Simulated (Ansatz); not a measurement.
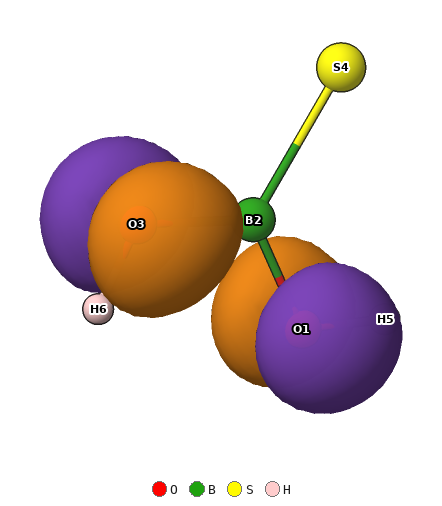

Figure. BH2O2S (doublet). The HOMO−1 (β) at ±0.15 Å⁻³ᐟ² (orange and purple are the two phases), seen at a tilt.

Method: UKS PBE/def2-SVPD (Ansatz 0.2.0).

```xyz
6

O     0.1665    1.0544   -0.3868
B    -0.1347   -0.2403   -0.0202
O     0.6107   -0.8683    0.9379
S    -1.5212   -1.1525   -0.7924
H    -0.4000    1.4439   -1.0719
H     1.3210   -0.3011    1.2872
```

> What is the character of this orbital?

By Hirshfeld shares it lies mainly on O3 (about 45 %) and O1 (about 40 %); it changes sign across the molecular plane (π type). Its energy is −8.13 eV.
